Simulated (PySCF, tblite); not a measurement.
**C6H14B2FN: geometry, infrared bands and NMR shifts**

Aim: predict the infrared bands and NMR shifts of C6H14B2FN (`BN(CBF)CC1CCC1`).

The runs use tblite 0.8.0 and PySCF 2.14.0, with density-fitted response routines of our own; the level of theory stands in each step. All values are computed, except where a source is named. Atoms count from 0, in the outputs and in this text.

### Step 1. The starting structure

24 atoms, charge 0, multiplicity 1; geometry from: force field or distance geometry start.

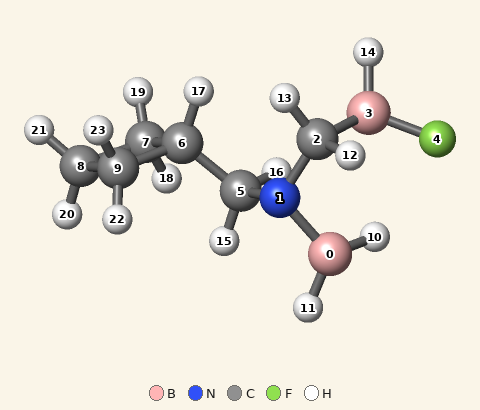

The starting geometry (boron pink, nitrogen blue, carbon grey, fluorine green, hydrogen white), atoms numbered.

### Step 2. Optimising the geometry with GFN2-xTB

Job settings and geometry (Å):

```
{"job": {"kind": "relax", "xc": "GFN2-xTB", "basis": "xTB"}, "charge": 0, "multiplicity": 1}
B     -1.983800    -0.172200    -1.882900
N     -1.248600     0.508600    -0.732900
C     -2.147700     0.592900     0.371400
B     -2.712200    -0.780800     0.893500
F     -3.962500    -1.256100     0.305700
C     -0.080800    -0.313700    -0.498900
C      0.891400     0.245000     0.496600
C      2.068500    -0.739000     0.621700
C      3.061900     0.321400     0.180500
C      1.874400     1.264400     0.035600
H     -2.544700    -1.187100    -1.553000
H     -1.418900    -0.256600    -2.911400
H     -3.063100     1.149100    -0.026700
H     -1.756400     1.238700     1.201200
H     -2.721200    -0.896100     2.097600
H      0.398100    -0.487700    -1.462800
H     -0.471300    -1.288200    -0.134800
H      0.406000     0.437900     1.489100
H      2.014300    -1.589600    -0.087700
H      2.317700    -1.056600     1.636100
H      3.539000    -0.011900    -0.743400
H      3.803500     0.586500     0.937100
H      1.796200     1.636600    -0.997400
H      1.928400     2.074200     0.773200
```

On the command line:

```sh
$ OMP_NUM_THREADS=1 python probes_run.py task.json out
```

This one command runs all jobs of the session in turn.

The log of the run:

```text
step      E/eV     max force
  0    -818.32678    3.972
  1    -818.96252    2.473
  2    -819.26010    2.975
  3    -819.43184    1.212
  4    -819.62384    0.657
  5    -819.67195    0.777
  6    -819.74359    0.547
  7    -819.78772    0.578
  8    -819.84552    0.651
  9    -819.90632    0.708
 10    -819.98346    0.766
 11    -820.06654    0.795
 12    -820.15101    0.780
 13    -820.22529    0.752
 14    -820.29953    0.760
 15    -820.36931    0.764
 16    -820.43463    0.791
 17    -820.49013    0.585
 18    -820.52112    0.979
 19    -820.56276    0.414
 20    -820.60387    0.365
 21    -820.70050    0.665
 22    -820.74143    0.616
 23    -820.78086    0.441
 24    -820.80250    0.321
 25    -820.82104    0.376
 26    -820.83954    0.345
 27    -820.85528    0.239
 28    -820.86474    0.223
 29    -820.87178    0.187
 30    -820.87845    0.158
 31    -820.88460    0.155
 32    -820.89064    0.186
 33    -820.89720    0.166
 34    -820.90370    0.161
 35    -820.91077    0.186
 36    -820.91958    0.228
 37    -820.92940    0.253
 38    -820.93840    0.263
 39    -820.94711    0.215
 40    -820.95760    0.209
 41    -820.96883    0.244
 42    -820.97926    0.214
 43    -820.98747    0.169
 44    -820.99268    0.141
 45    -820.99735    0.162
 46    -821.00256    0.140
 47    -821.00696    0.118
 48    -821.01015    0.122
 49    -821.01296    0.139
 50    -821.01633    0.142
 51    -821.02041    0.142
 52    -821.02462    0.128
 53    -821.02854    0.153
 54    -821.03277    0.182
 55    -821.03781    0.186
 56    -821.04301    0.152
 57    -821.04777    0.134
 58    -821.05275    0.183
 59    -821.05797    0.169
 60    -821.06253    0.187
 61    -821.06551    0.123
 62    -821.06774    0.108
 63    -821.07023    0.140
 64    -821.07398    0.198
 65    -821.07776    0.200
 66    -821.08070    0.123
 67    -821.08274    0.100
 68    -821.08491    0.112
 69    -821.08753    0.145
 70    -821.09111    0.194
 71    -821.09463    0.131
 72    -821.09773    0.129
 73    -821.10033    0.114
 74    -821.10257    0.081
 75    -821.10393    0.071
 76    -821.10516    0.078
 77    -821.10611    0.072
 78    -821.10679    0.066
 79    -821.10728    0.044
 80    -821.10776    0.054
 81    -821.10832    0.063
 82    -821.10888    0.057
 83    -821.10936    0.050
 84    -821.10980    0.050
 85    -821.11031    0.048
 86    -821.11090    0.062
 87    -821.11152    0.055
 88    -821.11205    0.044
 89    -821.11255    0.046
 90    -821.11309    0.054
 91    -821.11375    0.065
 92    -821.11445    0.062
 93    -821.11522    0.066
 94    -821.11613    0.082
 95    -821.11762    0.087
 96    -821.11974    0.187
 97    -821.12379    0.178
 98    -821.12902    0.184
 99    -821.13348    0.188
100    -821.11767    0.898
101    -821.13690    0.099
102    -821.13825    0.134
103    -821.14043    0.490
104    -821.14479    0.203
105    -821.14689    0.158
106    -821.15210    0.302
107    -821.15400    0.142
108    -821.15538    0.086
109    -821.15696    0.176
110    -821.15858    0.083
111    -821.16011    0.075
112    -821.16188    0.083
113    -821.16309    0.070
114    -821.16451    0.086
115    -821.16560    0.076
116    -821.16624    0.189
117    -821.16688    0.051
118    -821.16735    0.042
119    -821.16816    0.053
120    -821.16852    0.047
121    -821.16904    0.033
122    -821.16925    0.027
123    -821.16938    0.026
124    -821.16948    0.024
125    -821.16955    0.016
126    -821.16963    0.016
127    -821.16969    0.017
128    -821.16980    0.026
129    -821.16990    0.023
130    -821.16999    0.015
131    -821.17006    0.016
132    -821.17012    0.018
133    -821.17020    0.020
134    -821.17031    0.023
135    -821.17047    0.028
136    -821.17064    0.025
137    -821.17080    0.026
138    -821.17095    0.028
139    -821.17113    0.036
140    -821.17135    0.042
141    -821.17160    0.039
142    -821.17184    0.047
143    -821.17211    0.055
144    -821.17249    0.056
145    -821.17307    0.051
146    -821.17380    0.050
147    -821.17439    0.052
148    -821.17484    0.042
149    -821.17529    0.045
150    -821.17591    0.053
151    -821.17657    0.050
152    -821.17708    0.052
153    -821.17737    0.050
154    -821.17766    0.043
155    -821.17789    0.029
156    -821.17811    0.032
157    -821.17828    0.032
158    -821.17850    0.035
159    -821.17874    0.045
160    -821.17903    0.034
161    -821.17931    0.031
162    -821.17952    0.026
163    -821.17968    0.025
164    -821.17981    0.022
165    -821.17994    0.020
166    -821.18008    0.023
167    -821.18022    0.024
168    -821.18034    0.030
169    -821.18044    0.024
170    -821.18052    0.021
171    -821.18058    0.018
172    -821.18064    0.015
173    -821.18069    0.014
174    -821.18073    0.011
175    -821.18076    0.014
176    -821.18078    0.016
177    -821.18081    0.011
178    -821.18083    0.012
179    -821.18086    0.013
180    -821.18089    0.011
181    -821.18091    0.013
182    -821.18094    0.013
183    -821.18096    0.011
184    -821.18097    0.009
```

It took 2.7 s on 1 thread of Arm Neoverse N1, shared host.

Relaxation path: (not every step is listed)

```tsv
step	energy from step 0 (eV)	largest force (eV/Å)
0	0.0000	3.9722
1	-0.6357	2.4732
2	-0.9333	2.9750
3	-1.1051	1.2118
4	-1.2971	0.6568
5	-1.3452	0.7774
6	-1.4168	0.5472
7	-1.4609	0.5777
8	-1.5187	0.6511
25	-2.4943	0.3762
42	-2.6525	0.2144
59	-2.7312	0.1691
76	-2.7784	0.0782
93	-2.7884	0.0663
110	-2.8318	0.0832
127	-2.8429	0.0173
144	-2.8457	0.0556
161	-2.8525	0.0309
178	-2.8541	0.0122
179	-2.8541	0.0135
180	-2.8541	0.0110
181	-2.8541	0.0131
182	-2.8542	0.0128
183	-2.8542	0.0109
184	-2.8542	0.0091
```

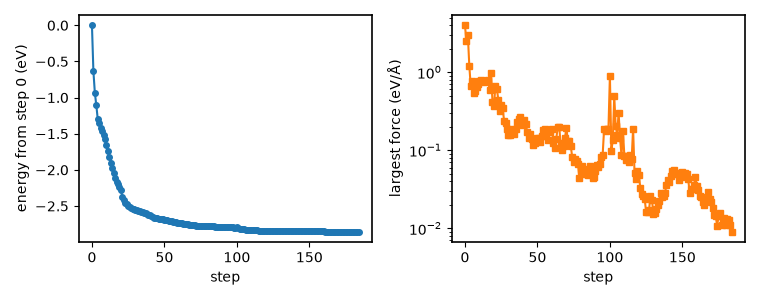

Energy and force, step by step.

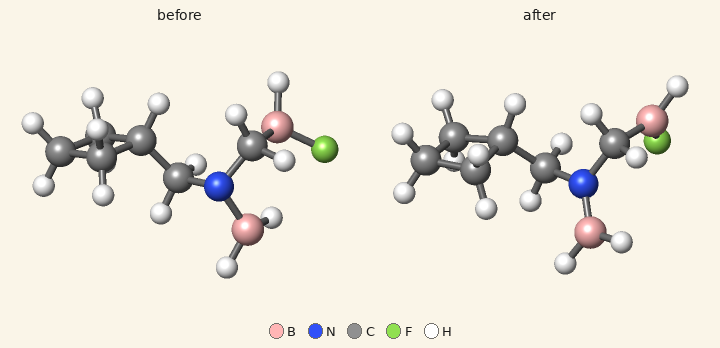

The geometry before (left) and after (right).

Close pairs (by a distance rule), those that changed most:

```tsv
bond	before (Å)	after (Å)	change (Å)
B0–N1	1.525	1.377	-0.148
B3–F4	1.461	1.313	-0.148
C6–C9	1.489	1.539	+0.050
C2–H12	1.143	1.095	-0.047
B3–H14	1.210	1.176	-0.034
B0–H10	1.206	1.173	-0.032
N1–C2	1.427	1.458	+0.031
C5–C6	1.499	1.531	+0.031
```

The final coordinates are the input of the step that follows.

### Step 3. Vibrational analysis with GFN2-xTB

Job settings and geometry (Å):

```
{"job": {"kind": "ir", "xc": "GFN2-xTB", "basis": "xTB"}, "charge": 0, "multiplicity": 1}
B     -1.512852     0.349624    -1.923902
N     -1.284786     0.004133    -0.610642
C     -2.153381     0.420461     0.483809
B     -3.074741    -0.706826     1.109122
F     -3.120861    -1.907789     0.579812
C     -0.182381    -0.832895    -0.181973
C      0.913949    -0.047522     0.542271
C      2.287316    -0.740761     0.624410
C      2.944220     0.496999    -0.006717
C      1.553638     1.098199    -0.262400
H     -2.415016     1.052598    -2.185330
H     -0.803938    -0.060492    -2.762545
H     -2.814407     1.207737     0.105352
H     -1.556267     0.908014     1.266388
H     -3.766087    -0.518506     2.041044
H      0.250391    -1.296563    -1.069766
H     -0.550508    -1.628969     0.477237
H      0.563439     0.278009     1.524072
H      2.352176    -1.630051     0.000308
H      2.626939    -0.993555     1.626973
H      3.541947     0.306489    -0.895482
H      3.540320     1.074347     0.697226
H      1.255625     1.089313    -1.308547
H      1.393529     2.097769     0.136835
```

The log of the run:

```text
mode    cm-1     km/mol
  1      30.7      0.22
  2      42.6      0.52
  3      47.6      0.09
  4      83.8      1.04
  5     107.8      0.78
  6     128.4      1.71
  7     165.8      1.19
  8     311.3      2.04
  9     328.5      1.65
 10     400.8      1.47
 11     409.6      4.26
 12     459.9      2.08
 13     508.6      0.13
 14     574.0      4.75
 15     622.1     25.94
 16     704.2      6.37
 17     789.7      1.36
 18     797.0      1.34
 19     817.1      3.86
 20     836.5    142.62
 21     851.9    117.75
 22     890.2      3.30
 23     905.9     10.31
 24     931.4      9.12
 25     936.7      3.47
 26    1000.5      0.04
 27    1037.5      0.65
 28    1043.4      0.08
 29    1051.9     41.74
 30    1092.1      0.48
 31    1110.0      1.87
 32    1130.0      0.31
 33    1144.1      0.40
 34    1172.2      4.70
 35    1188.9      0.01
 36    1204.7     21.94
 37    1219.1     26.55
 38    1238.7      7.43
 39    1246.7      5.37
 40    1253.5      6.96
 41    1256.9      6.69
 42    1264.4      4.87
 43    1279.2     84.16
 44    1297.3    269.95
 45    1316.6      4.60
 46    1343.2      2.01
 47    1436.5      6.28
 48    1465.6      1.28
 49    1475.2      1.10
 50    1478.3      0.19
 51    1489.1     91.33
 52    1497.1      6.38
 53    2598.5    212.65
 54    2601.1    113.06
 55    2621.1    198.40
 56    2887.5     31.58
 57    2911.9     48.37
 58    2945.6     20.84
 59    2951.3     42.47
 60    2989.6     18.32
 61    2994.9     13.11
 62    3003.4     17.30
 63    3012.5     30.78
 64    3017.1     97.11
 65    3019.3     64.86
 66    3025.4     59.36
```

It took 1.8 s on 1 thread of Arm Neoverse N1, shared host.

The strongest bands and the atoms that carry them (share of the mass-weighted mode):

```tsv
cm⁻¹	km/mol	atoms
836	142.6	B3 26 %, H14 21 %, C2 20 %, H12 10 %
852	117.8	H11 37 %, H10 35 %, B0 25 %
1297	269.9	B3 56 %, F4 18 %
1489	91.3	N1 48 %, B0 29 %
2598	212.7	H10 58 %, H11 26 %, H14 12 %
2601	113.1	H14 81 %
2621	198.4	H11 63 %, H10 26 %, B0 11 %
3017	97.1	H18 36 %, H20 30 %, H23 19 %
```

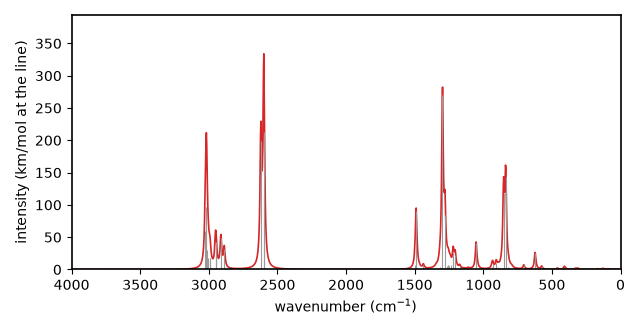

The infrared spectrum from these modes, unscaled. Lines are broadened to a width of 14 cm⁻¹ (Lorentzian).

### Step 4. NMR shieldings: PBE0/pcSseg-1

Same as in step 3 but for these lines:

```diff
@@ -1,2 +1,2 @@
-{"job": {"kind": "ir", "xc": "GFN2-xTB", "basis": "xTB"}, "charge": 0, "multiplicity": 1}
+{"job": {"kind": "nmr", "xc": "PBE0", "basis": "pcSseg-1"}, "charge": 0, "multiplicity": 1}
 B     -1.512852     0.349624    -1.923902
```

With the program's defaults for keys left out, this is: GIAO PBE0/pcSseg-1 NMR shielding, non-relativistic, gas phase.

The log of the run:

```text
coarse grid: 19520 points
cycle   1  E = -440.6985271177  dE =  1.125e+00  |g| = 5.620e-01  |ddm| = 4.229e+00
cycle   2  E = -440.6668972763  dE =  3.163e-02  |g| = 7.515e-01  |ddm| = 1.050e+00
cycle   3  E = -440.7682127133  dE = -1.013e-01  |g| = 8.686e-02  |ddm| = 5.888e-01
cycle   4  E = -440.7694680160  dE = -1.255e-03  |g| = 3.119e-02  |ddm| = 8.758e-02
cycle   5  E = -440.7696641902  dE = -1.962e-04  |g| = 8.521e-03  |ddm| = 3.031e-02
cycle   6  E = -440.7696799716  dE = -1.578e-05  |g| = 2.127e-03  |ddm| = 9.032e-03
cycle   7  E = -440.7696811277  dE = -1.156e-06  |g| = 3.360e-04  |ddm| = 2.296e-03
final grid: 187472 points
cycle   8  E = -440.8334696880  dE = -8.859e-05  |g| = 9.961e-03  |ddm| = 4.509e-02
cycle   9  E = -440.8334574542  dE =  1.223e-05  |g| = 1.227e-02  |ddm| = 2.088e-02
cycle  10  E = -440.8334954460  dE = -3.799e-05  |g| = 1.493e-03  |ddm| = 1.153e-02
cycle  11  E = -440.8334959141  dE = -4.681e-07  |g| = 4.314e-04  |ddm| = 1.231e-03
cycle  12  E = -440.8334959490  dE = -3.497e-08  |g| = 1.187e-04  |ddm| = 3.797e-04
cycle  13  E = -440.8334959524  dE = -3.333e-09  |g| = 2.872e-05  |ddm| = 1.487e-04
cycle  14  E = -440.8334959526  dE = -1.943e-10  |g| = 6.522e-06  |ddm| = 3.012e-05
converged SCF energy = -440.8334959526

GIAO shielding tensors (ppm)
atom      isotropic    diamagn.    paramagn.     s11        s22        s33       span
  0 B       63.473     199.498    -136.025     33.647     52.358    104.414     70.766
  1 N      116.898     325.653    -208.756    -12.232    150.118    212.807    225.040
  2 C      132.005     250.021    -118.016     95.904    125.138    174.973     79.069
  3 B       43.732     187.906    -144.174    -19.769     59.898     91.066    110.835
  4 F      174.995     469.144    -294.149    -25.131     42.086    508.028    533.159
  5 C      119.403     247.431    -128.028     93.274    109.438    155.496     62.222
  6 C      156.492     248.441     -91.948    138.440    157.879    173.159     34.719
  7 C      161.957     250.356     -88.399    150.263    153.118    182.489     32.226
  8 C      170.880     253.938     -83.059    160.742    167.531    184.366     23.624
  9 C      163.672     248.365     -84.693    150.923    157.754    182.340     31.417
 10 H       27.287      32.249      -4.962     25.193     26.838     29.829      4.636
 11 H       27.101      32.997      -5.896     24.346     26.742     30.216      5.871
 12 H       28.295      30.216      -1.921     24.407     27.743     32.735      8.329
 13 H       28.238      32.317      -4.079     22.843     28.494     33.377     10.534
 14 H       26.235      27.267      -1.032     24.195     25.280     29.231      5.037
 15 H       28.490      34.133      -5.643     24.361     29.124     31.986      7.625
 16 H       28.400      33.351      -4.950     23.679     29.216     32.307      8.628
 17 H       29.082      34.149      -5.067     24.548     30.135     32.564      8.017
 18 H       30.101      31.581      -1.481     26.705     28.739     34.859      8.154
 19 H       29.532      30.525      -0.993     26.086     26.835     35.675      9.589
 20 H       29.796      29.782       0.014     26.022     26.717     36.648     10.626
 21 H       29.642      29.923      -0.281     26.504     26.831     35.590      9.086
 22 H       29.857      32.935      -3.078     26.047     30.085     33.439      7.392
 23 H       29.850      31.830      -1.980     25.846     28.054     35.650      9.804
```

Run time: 2.1 min. Hardware: 1 thread of Arm Neoverse N1, shared host; peak memory 1 GiB.

The references, computed at this level on geometries of the same kind, shield at (ppm): 1H TMS 31.72, 13C TMS 186.9, 19F CFCl3 170.9, 15N NH3 267.7, 11B BF3·OEt2 100.1. Their shielding less the atom's gives the shift. The references are single molecules in the gas phase, so shifts against H2O, NH3, PH3, H3PO4 or CFCl3 are not on the usual liquid scales and can be off by tens of ppm. Atoms listed in one row are averaged.

```tsv
atoms	environment	σ (ppm)	δ (ppm)	δ scaled to CDCl3
C5	sp3 CH2 bonded to N	119.4	67.5	64.0
C2	sp3 CH2 bonded to B and N	132.0	54.9	51.7
C6	sp3 CH in a ring	156.5	30.4	27.8
C7, C9	sp3 CH2 in a ring	162.8	24.1	21.6
C8	sp3 CH2 in a ring	170.9	16.0	13.7
H14	hydrogen on a boron bonded to C, F	26.24	5.48	–
H10, H11	hydrogen on a boron bonded to N	27.19	4.52	–
H12, H13	hydrogen on an sp3 CH2 bonded to B and N	28.27	3.45	3.36
H15, H16	hydrogen on an sp3 CH2 bonded to N	28.45	3.27	3.19
H17	hydrogen on an sp3 CH in a ring	29.08	2.63	2.59
H21	hydrogen on an sp3 CH2 in a ring	29.64	2.08	2.06
H19, H23	hydrogen on an sp3 CH2 in a ring	29.69	2.03	2.02
H20	hydrogen on an sp3 CH2 in a ring	29.80	1.92	1.92
H18, H22	hydrogen on an sp3 CH2 in a ring	29.98	1.74	1.74
B3	boron bonded to C, F, H	43.7	56.3	–
B0	boron bonded to N, 2 H	63.5	36.6	–
N1	nitrogen bonded to 2 C, B	116.9	150.8	–
F4	fluorine bonded to B	175.0	-4.0	–
```

The scaled column applies a straight-line fit of computed shieldings to shifts measured in CDCl3, and one for carbons that bear F (root-mean-square error 0.16 ppm for H, 1.9 ppm for C).

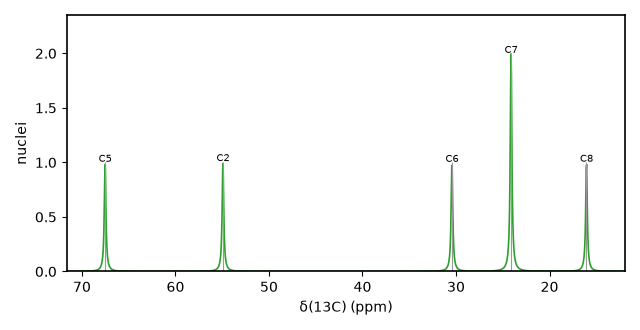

13C lines at the computed shifts, without couplings. Lines are broadened to a width of 0.21 ppm (Lorentzian).

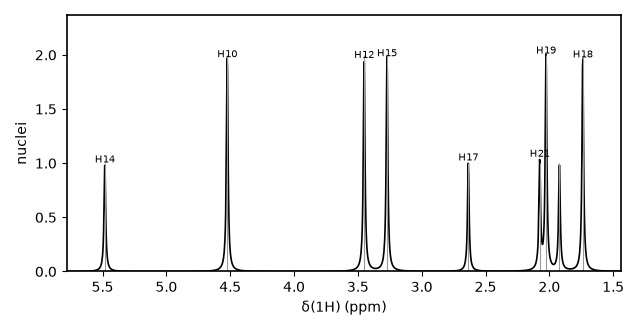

1H lines at the computed shifts, without couplings. Lines are broadened to a width of 0.01 ppm (Lorentzian).

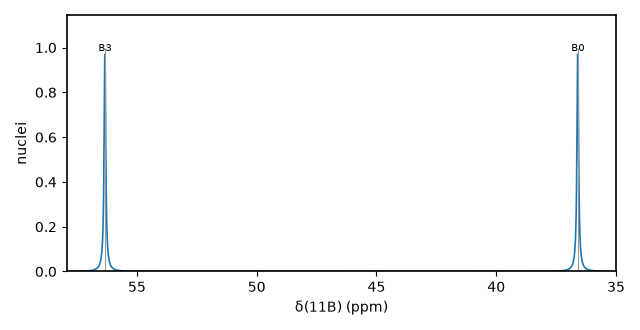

11B lines at the computed shifts, without couplings. Lines are broadened to a width of 0.08 ppm (Lorentzian).

Charges from the same density, by scheme (e):

```tsv
atoms	Mulliken	IAO	Hirshfeld	ESP fit
B0	0.12	-0.07	0.07	-0.06
N1	-0.60	-0.18	-0.09	0.30
C2	-0.22	-0.33	-0.09	-0.55
B3	0.52	0.42	0.24	0.70
F4	-0.27	-0.29	-0.11	-0.29
C5	0.10	-0.14	-0.02	-0.69
C6	-0.40	-0.12	-0.03	0.44
C7, C9	-0.14	-0.27	-0.07	-0.25
C8	-0.23	-0.27	-0.07	-0.02
```

IAO charges:

B0 -0.07; N1 -0.18; C2 -0.33; B3 0.42; F4 -0.29; C5 -0.14; C6 -0.12; C7 -0.27; C8 -0.27; C9 -0.27; H10 -0.01; H11 0.00; H12 0.18; H13 0.15; H14 -0.01; H15 0.14; H16 0.13; H17 0.12; H18 0.13; H19 0.13; H20 0.14; H21 0.14; H22 0.14; H23 0.13

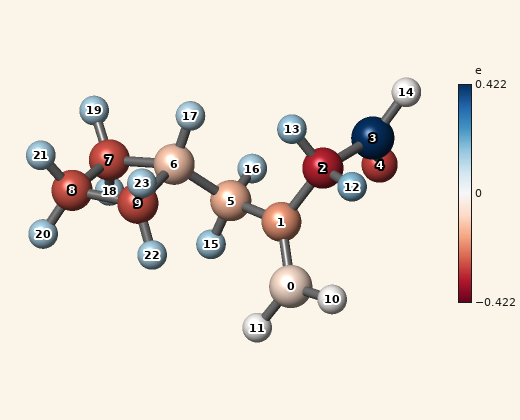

IAO charges, as colours on the atoms.

Mayer bond orders: B0–N1 1.36, N1–C2 0.92, C2–B3 0.97, B3–F4 1.16, N1–C5 0.94, C5–C6 0.99, C6–C7 1.01, C7–C8 1.05, C8–C9 1.05, C9–C6 1.00.

Ring of atoms C6, C7, C8, C9: NICS(0) 1.1, NICS(1) 0.2, NICS(1)zz 4.7 ppm (means of both faces).

The fields below are evaluated on a grid from the run's orbitals.

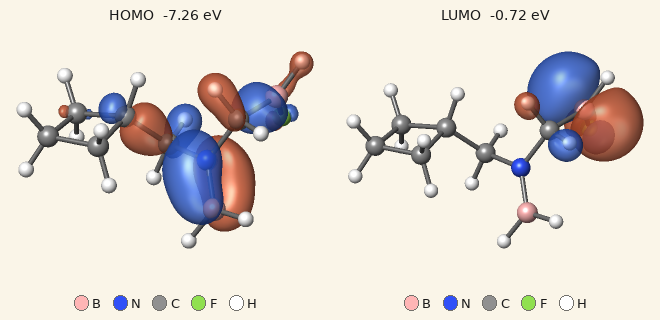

Frontier orbitals at PBE0/pcSseg-1; each surface holds 70 % of the orbital's density, blue and red mark the sign.

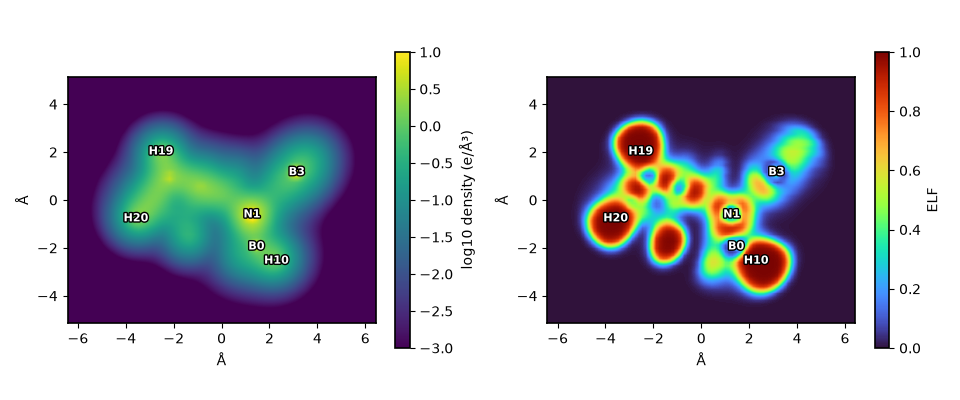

Density (left) and ELF (right) in a plane through or near 6 of the atoms.

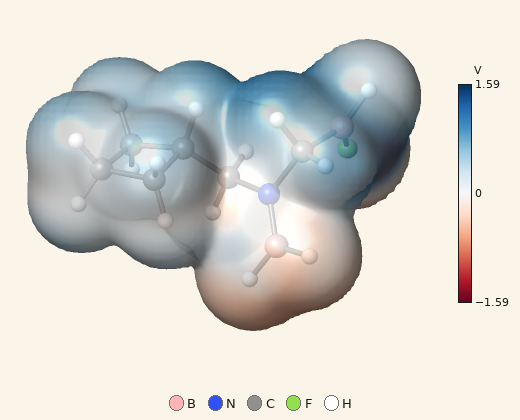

Electrostatic potential on the surface of density 0.002 e/bohr³; red is low, blue high. It runs from -0.71 V near F4 to 1.59 V near B3.

### Step 5. Outcome

| quantity | value |
| --- | --- |
| strongest single infrared mode (GFN2-xTB) | 1297 cm⁻¹, 270 km/mol |
| zero-point energy (GFN2-xTB) | 124.4 kcal/mol |
| 13C shifts against TMS (PBE0/pcSseg-1, means over atoms taken as alike) | 67.5, 54.9, 30.4, 24.1, 16.0 ppm |
| 1H shifts against TMS (PBE0/pcSseg-1, means over atoms taken as alike) | 5.48, 4.52, 3.45, 3.27, 2.63, 2.08, 2.03, 1.92, 1.74 ppm |
| 11B shifts against BF3·OEt2 (PBE0/pcSseg-1) | 56.3, 36.6 ppm |
| 15N shifts against NH3 (PBE0/pcSseg-1) | 150.8 ppm |
| 19F shifts against CFCl3 (PBE0/pcSseg-1) | -4.0 ppm |
| surface potential, least and greatest | -0.71 V and 1.59 V |

Over 184 steps the energy fell by 2.854 eV; of the close pairs, B0–N1 changed most, 1.525 to 1.377 Å. No mode is imaginary among the 66: a minimum at this level. The strongest single mode, at 1297 cm⁻¹, moves mainly B3. GFN2-xTB is a fitted tight-binding method: band positions and strengths are rough. Its intensities can rank the bands wrongly. The most deshielded carbon is C5 (sp3 CH2 bonded to N), at 67.5 ppm: pulled downfield by the heteroatom. At PBE0/pcSseg-1: The widest tensor belongs to F4: span 533 ppm, with a paramagnetic part of -294 ppm. By nearest atom (PBE0/pcSseg-1), the HOMO sits on N1 43 %; B0 13 % and the LUMO on B3 52 %; H14 15 %.
